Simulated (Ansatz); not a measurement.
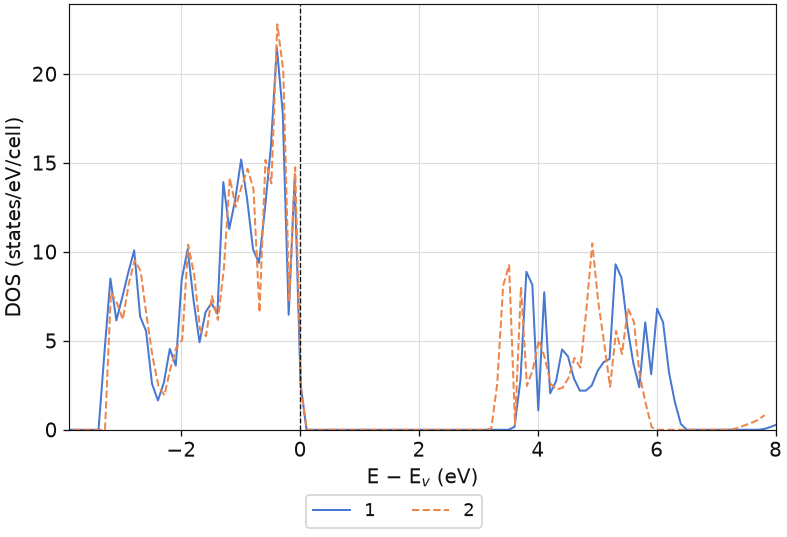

Total densities of states of BiPbCl₅, space group P1 (No. 1), 7 atoms in the cell, by two methods on the same cell. Each is counted from its own valence-band top.

### Which curve is which? The methods: r2SCAN, PBE.

1 is r2SCAN; 2 is PBE. r2SCAN gives a gap of 3.61 eV and PBE gives a gap of 3.23 eV.

Settings. r2SCAN: DFT r2SCAN, scalar-relativistic, plane waves, PAW, no spin polarisation, 6×4×4 k mesh, 500 eV cutoff, Gaussian smearing of 0.02 eV (Ansatz 0.2.0). PBE: DFT PBE, scalar-relativistic, plane waves, PAW, no spin polarisation, 6×4×4 k mesh, 420 eV cutoff (Ansatz 0.2.0).

The structure is an invented one, so it need not be a known or stable phase. Spin-orbit coupling is left out, which matters for Bi and Pb.
